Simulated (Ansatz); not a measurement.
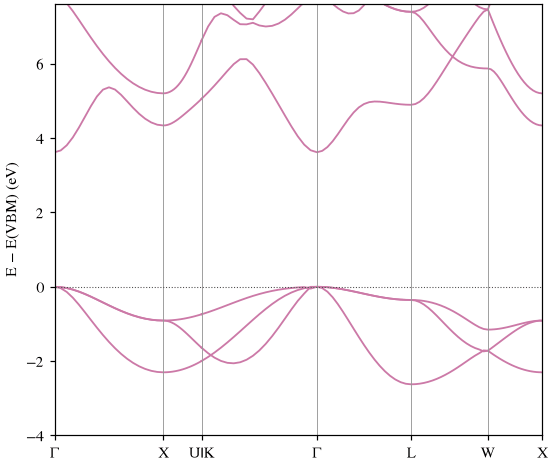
Figure: Band structure from DFT-LDA in the program Ansatz with PAW potentials

Problem. Read off the gap and where the band edges lie.

Solution. About 3.6 eV (3.62 eV by a search for the band edges); maximum at Γ, minimum at Γ.

The material is NaI (rock salt, space group No. 225).

Space group Fm-3m (rock salt). The cell was relaxed with LDA under the symmetry of its start; phonons on a q-mesh show no instability. Spin–orbit coupling is left out wherever it is not named.

Potentials: the later of the program's two PAW sets.
